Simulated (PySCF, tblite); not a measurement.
# C₈H₁₄NO+: excited states

Aim: compute the excited states of C₈H₁₄NO+ (`COC=C=C=C[N+](C)(C)C`).

Computed with tblite 0.8.0 and PySCF 2.14.0 and routines of our own; the level stands in each step. Atoms count from 0.

## (1) The system as given

24 atoms, charge 1, multiplicity 1; geometry from: force field or distance geometry start.

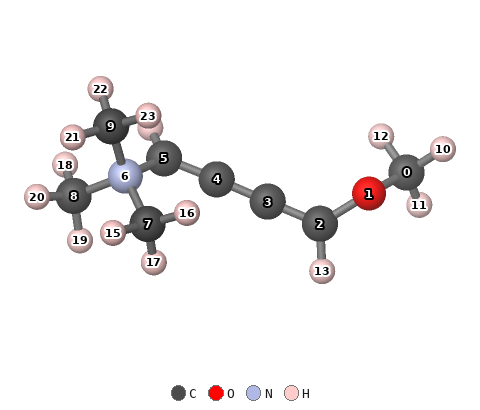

The starting geometry (carbon dark grey, oxygen red, nitrogen light blue, hydrogen pink).

## (2) Geometry optimisation with GFN2-xTB

What the job is given:

```
{"job": {"kind": "relax", "xc": "GFN2-xTB", "basis": "xTB"}, "charge": 1, "multiplicity": 1}
C      4.856800    -0.185700    -0.239100
O      3.699500    -0.996200    -0.330400
C      2.594500    -0.720200    -1.047400
C      1.517400    -0.129100    -0.587700
C      0.455900     0.415000    -0.112400
C     -0.638300     0.978800     0.329100
N     -1.815100     0.212700     0.306100
C     -1.662200    -1.020900    -0.445300
C     -2.817400     1.016400    -0.355700
C     -2.233700    -0.056700     1.683300
H      5.586400    -0.686000     0.431500
H      5.260100     0.131100    -1.202100
H      4.533400     0.731900     0.357000
H      2.562300    -0.987500    -2.117400
H     -0.652300     2.007000     0.715000
H     -2.661100    -1.541900    -0.361400
H     -0.920300    -1.701100    -0.014000
H     -1.451200    -0.809100    -1.497100
H     -2.692200     2.079400     0.016500
H     -2.682900     0.970400    -1.454800
H     -3.819500     0.638200    -0.125200
H     -3.276000    -0.421500     1.664300
H     -2.182500     0.927100     2.245700
H     -1.573400    -0.832300     2.149000
```

The run is started by

```sh
$ OMP_NUM_THREADS=1 python excited_run.py task.json out
```

One launch serves the whole session: the jobs run in the order shown.

The log of the run:

```text
step      E/eV     max force
  0    -834.88997    3.417
  1    -835.04931    6.823
  2    -835.29551    1.691
  3    -835.38095    0.855
  4    -835.51713    0.805
  5    -835.61926    0.964
  6    -835.69059    0.580
  7    -835.77164    0.555
  8    -835.85651    0.748
  9    -835.94253    0.798
 10    -836.02615    0.669
 11    -836.11050    0.677
 12    -836.19185    0.568
 13    -836.26066    0.584
 14    -836.31284    0.599
 15    -836.36175    0.523
 16    -836.41404    0.512
 17    -836.45759    0.461
 18    -836.48224    0.590
 19    -836.50511    0.384
 20    -836.52729    0.413
 21    -836.58312    0.419
 22    -836.61544    0.399
 23    -836.64540    0.406
 24    -836.65723    0.390
 25    -836.66904    0.380
 26    -836.68238    0.362
 27    -836.69933    0.396
 28    -836.71518    0.374
 29    -836.72819    0.307
 30    -836.73762    0.218
 31    -836.74679    0.218
 32    -836.75597    0.194
 33    -836.76260    0.198
 34    -836.76967    0.227
 35    -836.77689    0.241
 36    -836.78362    0.183
 37    -836.78896    0.145
 38    -836.79399    0.154
 39    -836.79949    0.163
 40    -836.80503    0.174
 41    -836.80969    0.172
 42    -836.81371    0.174
 43    -836.81792    0.168
 44    -836.82274    0.149
 45    -836.82750    0.174
 46    -836.83203    0.154
 47    -836.83675    0.162
 48    -836.84310    0.192
 49    -836.84999    0.184
 50    -836.85533    0.220
 51    -836.85856    0.172
 52    -836.86065    0.091
 53    -836.86227    0.079
 54    -836.86383    0.139
 55    -836.86542    0.139
 56    -836.86688    0.126
 57    -836.86803    0.077
 58    -836.86883    0.086
 59    -836.86954    0.087
 60    -836.87042    0.088
 61    -836.87132    0.079
 62    -836.87203    0.060
 63    -836.87254    0.078
 64    -836.87301    0.065
 65    -836.87362    0.048
 66    -836.87441    0.086
 67    -836.87532    0.120
 68    -836.87626    0.120
 69    -836.87720    0.075
 70    -836.87824    0.086
 71    -836.87956    0.132
 72    -836.88113    0.136
 73    -836.88252    0.100
 74    -836.88345    0.058
 75    -836.88412    0.063
 76    -836.88482    0.085
 77    -836.88564    0.092
 78    -836.88644    0.065
 79    -836.88707    0.052
 80    -836.88758    0.053
 81    -836.88800    0.043
 82    -836.88838    0.044
 83    -836.88873    0.036
 84    -836.88908    0.040
 85    -836.88941    0.037
 86    -836.88970    0.032
 87    -836.88990    0.026
 88    -836.89002    0.020
 89    -836.89012    0.017
 90    -836.89019    0.017
 91    -836.89025    0.019
 92    -836.89030    0.015
 93    -836.89033    0.013
 94    -836.89036    0.011
 95    -836.89038    0.013
 96    -836.89040    0.012
 97    -836.89042    0.011
 98    -836.89044    0.011
 99    -836.89046    0.010
```

It took 0.75 s on 1 thread of Arm Neoverse V2, shared host; peak memory 0.18 GiB.

Step by step: (not every step is listed)

```csv
step,energy from step 0 (eV),largest force (eV/Å)
0,0.0000,3.4166
1,-0.1593,6.8226
2,-0.4055,1.6912
3,-0.4910,0.8549
4,-0.6272,0.8050
5,-0.7293,0.9639
6,-0.8006,0.5798
7,-0.8817,0.5548
8,-0.9665,0.7479
16,-1.5241,0.5120
24,-1.7673,0.3901
32,-1.8660,0.1937
40,-1.9151,0.1743
48,-1.9531,0.1923
56,-1.9769,0.1260
64,-1.9830,0.0651
72,-1.9912,0.1362
80,-1.9976,0.0531
88,-2.0001,0.0199
94,-2.0004,0.0110
95,-2.0004,0.0130
96,-2.0004,0.0122
97,-2.0005,0.0112
98,-2.0005,0.0107
99,-2.0005,0.0098
```

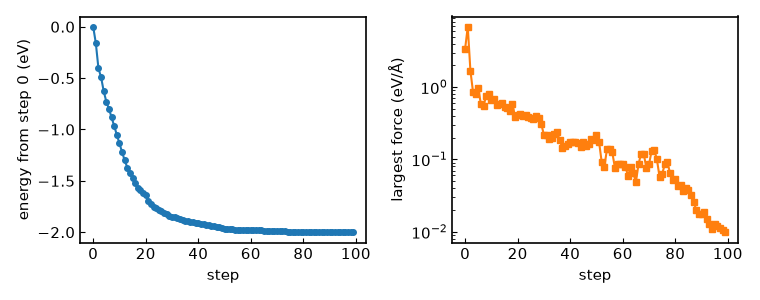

Energy and force, step by step.

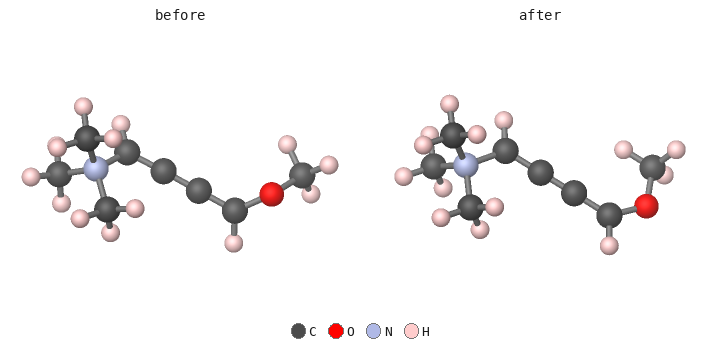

Before and after, at one scale.

Close pairs (by a distance rule), those that changed most:

```
  bond  before (Å)  after (Å)  change (Å)
 C5–N6       1.404      1.470      +0.065
C0–H12       1.141      1.091      -0.050
C9–H22       1.134      1.089      -0.046
C8–H18       1.133      1.089      -0.044
C7–H15       1.130      1.089      -0.041
 O1–C2       1.346      1.312      -0.033
 C3–C4       1.284      1.251      -0.033
C9–H23       1.120      1.089      -0.031
```

The next job starts from the end point, and lists it.

## (3) Vibrational analysis with GFN2-xTB

What the job is given:

```
{"job": {"kind": "ir", "xc": "GFN2-xTB", "basis": "xTB"}, "charge": 1, "multiplicity": 1}
C      4.412186     0.284738    -0.347391
O      3.998294    -0.910199    -0.989376
C      2.725922    -1.230252    -1.023530
C      1.683998    -0.576936    -0.519779
C      0.693674     0.029031    -0.052878
C     -0.341112     0.675253     0.438630
N     -1.728121     0.203961     0.317693
C     -1.791600    -1.042546    -0.463069
C     -2.525309     1.247595    -0.356412
C     -2.268938    -0.035157     1.670246
H      5.083660     0.017820     0.470133
H      4.959678     0.884804    -1.075495
H      3.562739     0.850402     0.037306
H      2.557342    -2.166123    -1.549162
H     -0.237687     1.603297     0.975622
H     -2.823068    -1.381626    -0.540793
H     -1.195839    -1.814649     0.020894
H     -1.393240    -0.874089    -1.462100
H     -2.492057     2.173815     0.215280
H     -2.120198     1.436894    -1.349459
H     -3.562611     0.929438    -0.449638
H     -3.304373    -0.366458     1.608970
H     -2.226703     0.879976     2.258500
H     -1.678370    -0.799225     2.173363
```

The log of the run:

```text
mode    cm-1     km/mol
  1    -130.8      0.16
  2      29.8      0.07
  3      69.9      1.25
  4      75.2      2.67
  5     118.3      0.14
  6     153.0      0.77
  7     195.9      0.10
  8     266.4      0.19
  9     279.8      0.39
 10     299.9      1.26
 11     319.7      7.47
 12     334.3      4.65
 13     368.8      2.92
 14     381.7      3.19
 15     414.2      6.52
 16     426.4      0.06
 17     473.1      0.45
 18     529.9      2.08
 19     665.8     29.46
 20     670.8     15.16
 21     781.2      1.21
 22     819.0     10.02
 23     875.6      1.57
 24     944.4    127.07
 25     989.1      8.74
 26     999.2      0.77
 27    1015.8     22.09
 28    1022.2      0.02
 29    1082.6      1.02
 30    1082.9      0.50
 31    1108.0      1.30
 32    1130.9     28.40
 33    1192.7     25.64
 34    1229.3      0.76
 35    1244.4     82.43
 36    1244.5      6.08
 37    1275.4     51.05
 38    1359.0    316.02
 39    1402.6     68.82
 40    1408.6     22.56
 41    1409.1     19.98
 42    1430.3      5.22
 43    1438.6      0.91
 44    1439.1      8.20
 45    1454.1      5.93
 46    1454.2     38.88
 47    1455.1      2.45
 48    1461.5     22.92
 49    1464.8     24.05
 50    1479.9     38.84
 51    1687.8    312.52
 52    2180.2    470.70
 53    2998.4      2.96
 54    3004.1     14.10
 55    3009.6      2.41
 56    3015.0      9.64
 57    3034.4      0.26
 58    3036.4      4.60
 59    3039.2      0.29
 60    3042.3      5.10
 61    3043.7      1.96
 62    3044.2      0.61
 63    3045.6      1.90
 64    3049.0      5.21
 65    3050.5      5.24
 66    3100.7     15.64
```

Run time: 0.93 s. Hardware: 1 thread of Arm Neoverse V2, shared host; peak memory 0.18 GiB.

Which atoms move in the most intense modes:

| cm⁻¹ | km/mol | atoms |
| --- | --- | --- |
| 944 | 127.1 | C0 22 %, C5 12 %, O1 12 %, N6 11 % |
| 1244 | 82.4 | H13 47 %, O1 26 % |
| 1275 | 51.0 | N6 34 %, H14 26 % |
| 1359 | 316.0 | C2 25 %, C5 17 %, O1 12 %, H12 10 % |
| 1403 | 68.8 | H12 25 %, H11 23 %, H10 23 % |
| 1454 | 38.9 | H11 39 %, H10 38 % |
| 1688 | 312.5 | C2 32 %, C5 24 %, C3 22 %, C4 19 % |
| 2180 | 470.7 | C4 49 %, C3 44 % |

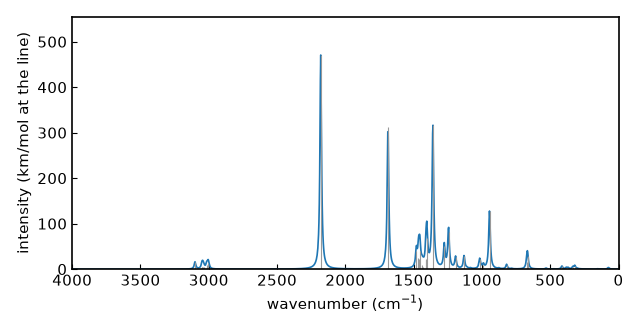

The infrared spectrum from these modes, unscaled. Lines are broadened to a width of 14 cm⁻¹ (Lorentzian).

## (4) Excited states: TDA BHandHLYP/def2-SVP

The job, as its differences from that of step 3:

```diff
@@ -1,2 +1,2 @@
-{"job": {"kind": "ir", "xc": "GFN2-xTB", "basis": "xTB"}, "charge": 1, "multiplicity": 1}
+{"job": {"kind": "states", "xc": "BHandHLYP", "basis": "def2-SVP", "tda": true, "soc": true, "nstates": 6, "ntriplets": 5, "nquad": 4}, "charge": 1, "multiplicity": 1}
 C      4.412186     0.284738    -0.347391
```

Method: TDA BHandHLYP/def2-SVP excited states, vertical, gas phase, spin-orbit mean-field couplings.

The log of the run:

```text
coarse grid: 19520 points
cycle   1  E = -442.1246435559  dE =  2.077e+00  |g| = 6.730e-01  |ddm| = 5.047e+00
cycle   2  E = -442.1032537261  dE =  2.139e-02  |g| = 7.988e-01  |ddm| = 1.326e+00
cycle   3  E = -442.2346433090  dE = -1.314e-01  |g| = 1.011e-01  |ddm| = 7.314e-01
cycle   4  E = -442.2357177000  dE = -1.074e-03  |g| = 8.329e-02  |ddm| = 1.773e-01
cycle   5  E = -442.2375976257  dE = -1.880e-03  |g| = 1.093e-02  |ddm| = 8.676e-02
cycle   6  E = -442.2376297117  dE = -3.209e-05  |g| = 4.163e-03  |ddm| = 1.428e-02
cycle   7  E = -442.2376346146  dE = -4.903e-06  |g| = 1.304e-03  |ddm| = 5.345e-03
final grid: 187072 points
cycle   8  E = -442.2974037530  dE = -3.443e-05  |g| = 4.079e-03  |ddm| = 3.517e-02
cycle   9  E = -442.2974044831  dE = -7.302e-07  |g| = 3.889e-03  |ddm| = 7.715e-03
cycle  10  E = -442.2974077086  dE = -3.225e-06  |g| = 7.824e-04  |ddm| = 3.683e-03
cycle  11  E = -442.2974078351  dE = -1.265e-07  |g| = 1.848e-04  |ddm| = 8.274e-04
cycle  12  E = -442.2974078434  dE = -8.248e-09  |g| = 8.948e-05  |ddm| = 2.809e-04
cycle  13  E = -442.2974078456  dE = -2.251e-09  |g| = 2.682e-05  |ddm| = 1.051e-04
cycle  14  E = -442.2974078458  dE = -2.150e-10  |g| = 8.894e-06  |ddm| = 4.103e-05
converged SCF energy = -442.2974078458

Singlet excitations
state   eV       nm        f     d(h-e)  d(exc)  Lambda  PR(NTO)  |dmu|/D   mu/D   main configurations
  1   4.4547   278.3   0.00009   0.294   2.830   0.516   1.021    1.068    4.814   H->L+1 0.94
  2   5.4869   226.0   0.16938   0.149   2.728   0.537   1.018    0.175    5.986   H-1->L 0.76, H->L 0.20
  3   5.5148   224.8   0.58672   0.167   2.957   0.717   1.167    0.889    4.979   H->L 0.65, H-1->L 0.22, H-1->L+1 0.09
  4   7.3494   168.7   0.00426   2.687   4.411   0.301   1.210   10.112    4.319   H->L+2 0.80
  5   7.6357   162.4   0.00013   0.449   2.948   0.437   1.340                     H-2->L+1 0.64, H-4->L+1 0.15, H->L+2 0.10
  6   7.8615   157.7   0.00471   2.014   3.231   0.315   1.010                     H-3->L 0.91

Triplet excitations (Tamm-Dancoff)
state   eV     d(h-e)  d(exc)  Lambda  PR(NTO)   main configurations
  1   2.7380   0.311   2.891   0.801   1.041   H->L 0.97
  2   4.1027   0.322   2.796   0.515   1.013   H->L+1 0.94
  3   4.7934   0.041   2.191   0.760   1.017   H-1->L+1 0.88
  4   5.1620   0.210   2.613   0.461   1.006   H-1->L 0.98
  5   5.9140   0.307   2.457   0.720   1.284   H-2->L 0.72, H-4->L 0.14
S1 - T1 = 1.7168 eV

Spin-orbit couplings |<S|Hso|T>| (cm-1)
             T1       T2       T3       T4       T5
S0        0.107   10.015    0.899   14.647    0.314
S1        3.967    0.092    2.750    0.095    2.924
S2        1.695    2.293    2.340    1.720    5.579
S3        0.857    4.188    1.439    2.880    2.992
S4        1.914    0.038    2.256    0.097    1.292
S5        0.681    0.271    6.511    0.187    3.297
S6       19.282    0.053    1.625    6.781   19.326
T1 sublevels (cm-1): 0.000 0.009 0.009   radiative rates (1/s): 0.175 1.75e-05 7.62e-05
```

It took 52 s on 1 thread of Arm Neoverse V2, shared host; peak memory 0.96 GiB.

From this job:

```
  quantity    value
S1 less T1  1.72 eV
```

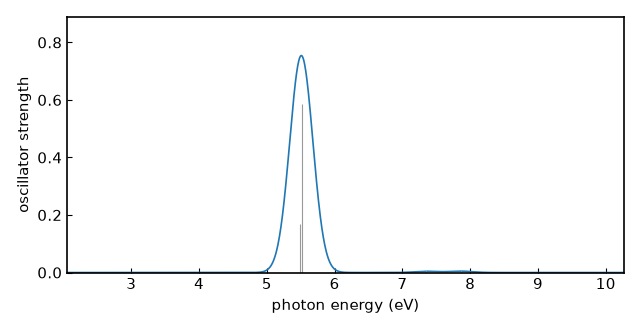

Absorption lines of the singlets. Lines are broadened to a width of 0.40 eV (Gaussian).

## (5) Summary of results

```
                                   quantity                  value
  strongest single infrared mode (GFN2-xTB)  2180 cm⁻¹, 471 km/mol
               zero-point energy (GFN2-xTB)         127.4 kcal/mol
S1 less T1 (step 4, TDA BHandHLYP/def2-SVP)                1.72 eV
```

The lowest mode is imaginary (131i cm⁻¹), so the xTB geometry is not a minimum: the zero-point energy counts the real modes alone, and all values at this geometry belong to a saddle point. The strongest single mode, at 2180 cm⁻¹, moves mainly C4 and C3. GFN2-xTB is a fitted tight-binding method: band positions and strengths are rough. Its intensities can rank the bands wrongly. In step 4, the number of triplets below S1 is 2, and the largest singlet-triplet spin-orbit coupling is S6–T5, 19.33 cm⁻¹.
